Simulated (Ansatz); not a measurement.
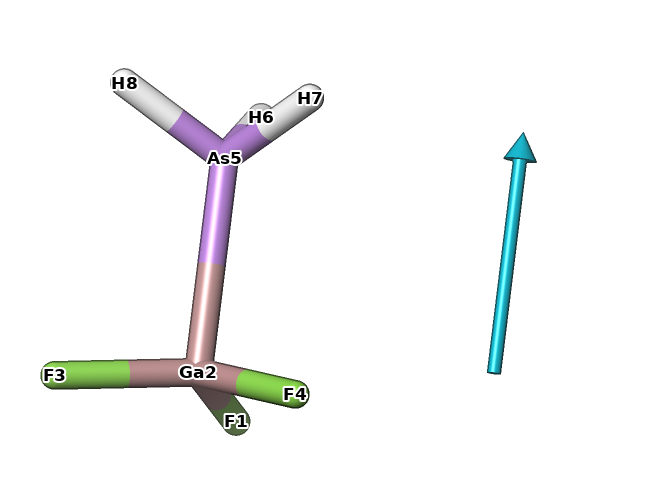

The arrow beside the molecule shows the direction of the dipole moment, from the negative to the positive end (its length means nothing). The computed geometry is a stationary point of PBE0-D4/def2-TZVP, a saddle point of order 1. Method: RKS ωB97M-V/def2-TZVPP (Ansatz 0.2.0).

**Estimate the dipole moment.**

6.11 D; it points from the side of F1, F3, F4 to the side of H6, H7, H8 (the outermost atoms at the two ends).
